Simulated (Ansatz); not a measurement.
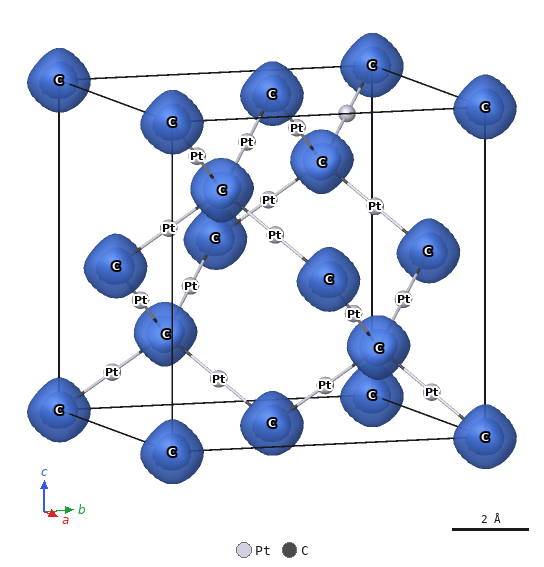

Figure. Pt$_{2}$C. Isosurface of the ELF at 0.65 (blue), seen slightly off an axis. Core shells and regions of very low density are left out. Sticks mark near contacts.

Space group Fd-3m; a structure generated by program, which may or may not match a known phase.

Theory: DFT PBE, scalar-relativistic, plane waves, PAW in Ansatz 0.2.0.

In a PAW calculation such maps are meaningful between the atoms, not at the nuclei.

```
Pt C
1.0
     8.87115    0.00000    0.00000
     0.00000    8.87115    0.00000
     0.00000    0.00000    8.87115
Pt C
16 8
Cartesian
  3.3267 1.1089 3.3267
  7.7623 5.5445 3.3267
  7.7623 1.1089 7.7623
  3.3267 5.5445 7.7623
  1.1089 1.1089 1.1089
  5.5445 5.5445 1.1089
  5.5445 1.1089 5.5445
  1.1089 5.5445 5.5445
  1.1089 3.3267 3.3267
  5.5445 7.7623 3.3267
  5.5445 3.3267 7.7623
  1.1089 7.7623 7.7623
  3.3267 3.3267 1.1089
  7.7623 7.7623 1.1089
  7.7623 3.3267 5.5445
  3.3267 7.7623 5.5445
  0.0000 0.0000 0.0000
  4.4356 4.4356 0.0000
  4.4356 0.0000 4.4356
  0.0000 4.4356 4.4356
  2.2178 2.2178 2.2178
  6.6534 6.6534 2.2178
  6.6534 2.2178 6.6534
  2.2178 6.6534 6.6534
```

Where are the electrons localised?

At this value the surface marks out eight regions wrapped around C (the valence shell of each), counted in one cell of 24 atoms. Any copies at cell faces, edges or corners count once. Profiles from the grid: Pt–C (1.92 Å): the ELF peaks at about 0.75 in the valence shell of C, 0.6 Å from its nucleus, and drops to about 0.35 between the two atoms.
